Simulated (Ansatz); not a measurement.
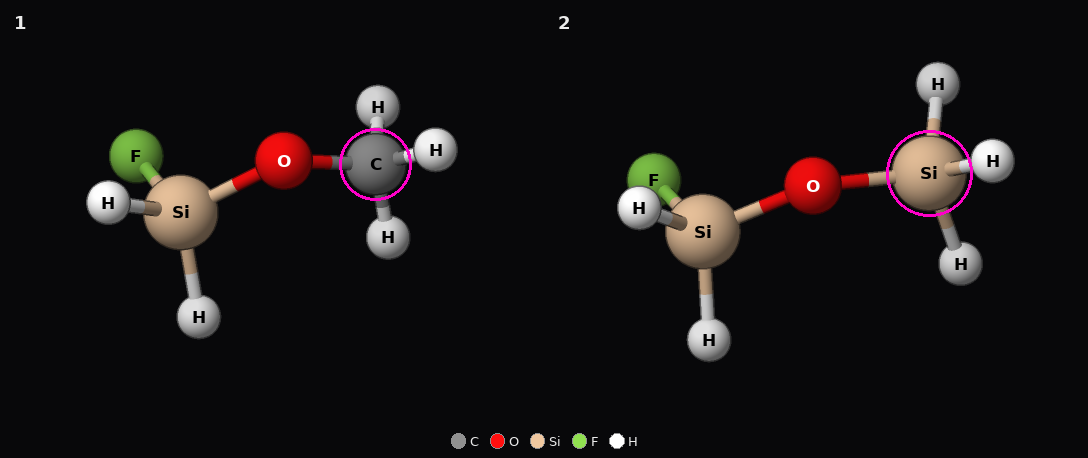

2 molecules with one skeleton, seen from the same side and at one scale; the atom that differs is circled. Each species is neutral and a spin singlet. Computed geometries: PBE0-D4/def2-TZVP optimisations, one conformation each. Properties computed with Ansatz 0.2.0.

One atom differs, called X below: C in panel 1, Si in panel 2. Their formulas are CH5FOSi (`CO[SiH2]F`), FH5OSi2 (`F[SiH2]O[SiH3]`).

In which is the mean length of X–H larger (PBE0-D4/def2-TZVP)?

In panel 2 (X = Si).

In which is the dipole moment larger (B3LYP-D4/def2-TZVPP)?

In panel 1 (X = C).

Give the values. With PBE0-D4/def2-TZVP: mean length of X–H (Å), length of X–O (Å), mean angle O–X–H (°). With revPBE-D4/def2-TZVPP: HOMO energy (Kohn–Sham orbital) (eV), HOMO–LUMO gap (eV). With B3LYP-D4/def2-TZVPP: dipole moment (D).

| quantity | 1 (C) | 2 (Si) | 2 − 1 |
| --- | --- | --- | --- |
| mean length of X–H (Å) | 1.093 | 1.484 | +0.391 |
| length of X–O (Å) | 1.412 | 1.641 | +0.229 |
| mean angle O–X–H (°) | 110.2 | 109.2 | −1.0 |
| HOMO energy (Kohn–Sham orbital) (eV) | −7.16 | −7.54 | −0.38 |
| HOMO–LUMO gap (eV) | 7.20 | 6.74 | −0.46 |
| dipole moment (D) | 1.60 | 1.21 | −0.39 |
